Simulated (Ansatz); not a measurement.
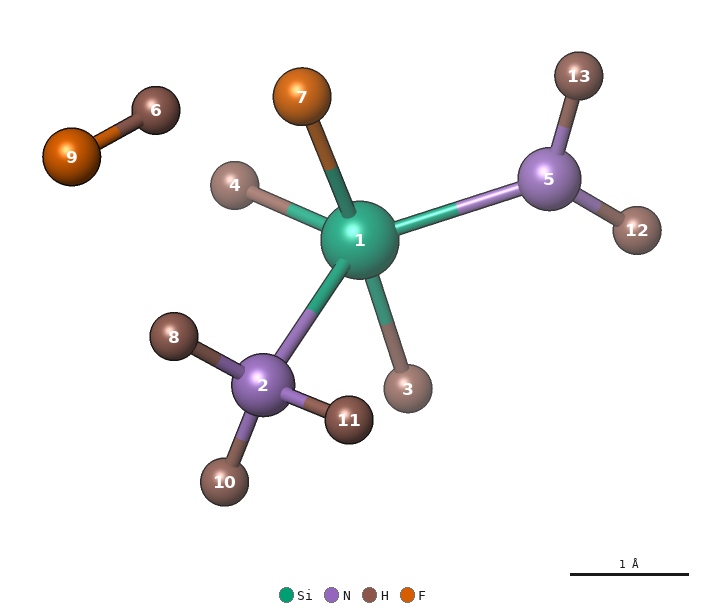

Orthographic view. Distant atoms are faded towards the background colour. Computed geometry: PBE0-D4/def2-TZVP optimisation.

Write the connection table.

Si1: N2, H3, H4, N5, F7
N2: Si1, H8, H10, H11
N5: Si1, H12, H13
F7: Si1
F9: H6
(terminal hydrogens appear only as neighbours)
